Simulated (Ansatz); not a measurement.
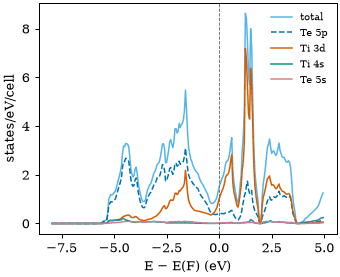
Fig. 1. Total and projected density of states of TiTe2 (CdI2 type, P-3m1), plane-wave PAW PBE+D3(BJ) (Ansatz code)

### Question
Which orbitals carry the states next to the Fermi level?

### Answer
Within 0.5 eV of the Fermi level: Ti 3d 68 %, Te 5p 27 %. Projections are on Löwdin-orthogonalised atomic valence shells; empty p or d shells of many metals are not among them.

### Question
Where is the tallest occupied peak in this window, and what makes it?

### Answer
Near -1.6 eV, about 5.5 states/eV per cell; the largest projected share is Te 5p.

The cell was relaxed with PBE+D3(BJ) under the symmetry of its start. The run is not spin-polarised. Spin–orbit coupling is left out wherever it is not named.

Potentials: the later of the program's two PAW sets.
